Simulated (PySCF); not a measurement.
Vertical excitations of a molecule H7NO2Si2 from PySCF 2.14.0 with TDA-PBE/def2-SVPD, as energy in eV (oscillator strength): 5.61 (0.110), 6.02 (0.021), 6.30 (0.049), 6.71 (0.011), 6.84 (0.022), 6.89 (0.004), 7.06 (0.170), 7.15 (0.004), 7.17 (0.031), 7.18 (0.014). Lowest triplet (TDA): 5.35 eV. Geometry: TPSSh-D3(BJ)/def2-SVP. Other conformers were not sampled.

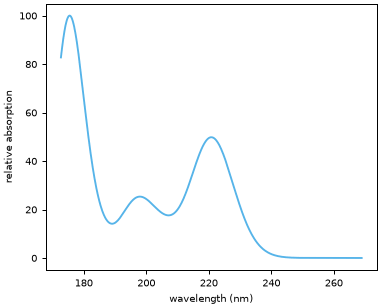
The lines broadened by 0.4 eV.

Which molecule gave these data?
A) N[Si@@H](O)[SiH2]O
B) N[Si@H](O)O[SiH3]
C) N[SiH2][SiH](O)O
D) N[Si](O)(O)[SiH3]

D, N[Si](O)(O)[SiH3]
